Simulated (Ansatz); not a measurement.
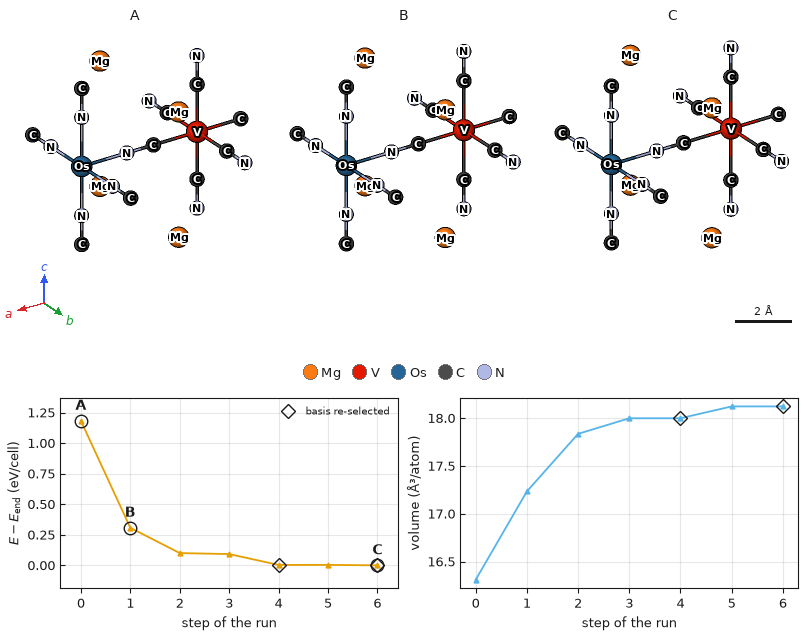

Frames of a relaxation of a crystal of Mg₂VOsC₆N₆ (a generated structure, set up in Fm-3m) (coarse preliminary run), marked on the history of the run. A ball-and-stick model of the atoms within 5.0 Å of the atom that moves most (axes of the conventional cell (4 times the calculation's cell)), seen from a free direction. Lengths and directions refer to the drawn axes.

Method: DFT PBE, scalar-relativistic, plane waves, PAW (Ansatz). (plane-wave cutoff 420 eV; k-point mesh 4 × 4 × 4; occupations gaussian; smearing width 0.1 eV; collinear spin; cell and atoms relaxed; force threshold 0.04 eV/Å; at most 70 steps)

Question: What happens along the run?

Answer: Over 4 accepted moves (6 points after the start) the energy falls by 1.182 eV per cell of the calculation. Largest force component: 1.7 eV/Å at the start, 0.0046 eV/Å at the end. Pressure: 8.65 GPa at the start and 0.06 GPa at the end. The SCF was repeated twice at an unchanged geometry on a basis and grid sized afresh for the cell, which shifted the energy by 88.8 meV per cell of the calculation at most. The largest moves relative to the cell, 0.099 Å, are those of C atoms. Largest moves by element: C 0.099 Å, N 0.068 Å. Mg and Os and V stay in place. The volume changes by +11.1 %, with a = b = c 10.144 → 10.507 Å (+3.6 %). Near-neighbour distances that change, for instance: C–V 1.917 → 2.085 Å, C–N 1.170 → 1.180 Å. The space group stays Fm-3m (No. 225). From step 0 to 1: C atoms move most (0.05 Å), volume +5.7 %, energy −0.875 eV per cell of the calculation. From step 1 to 6: C atoms move most (0.05 Å), volume +5.2 %, energy −0.307 eV per cell of the calculation.

| step | E − E(0), meV/atom | largest force component, eV/Å | pressure, GPa | volume, Å³/atom | note |
| --- | --- | --- | --- | --- | --- |
| 0 | 0.00 | 1.6656 | 8.65 | 16.310 |  |
| 1 | -54.68 | 1.1844 | 2.35 | 17.233 |  |
| 2 | -67.62 | 0.3646 | 0.36 | 17.835 |  |
| 3 | -68.13 | 0.0386 | 0.06 | 17.998 |  |
| 4 | -73.68 | 0.0414 | 0.48 | 17.998 | same geometry, new basis |
| 5 | -73.66 | 0.0049 | 0.05 | 18.122 |  |
| 6 | -73.90 | 0.0046 | 0.06 | 18.122 | same geometry, new basis |
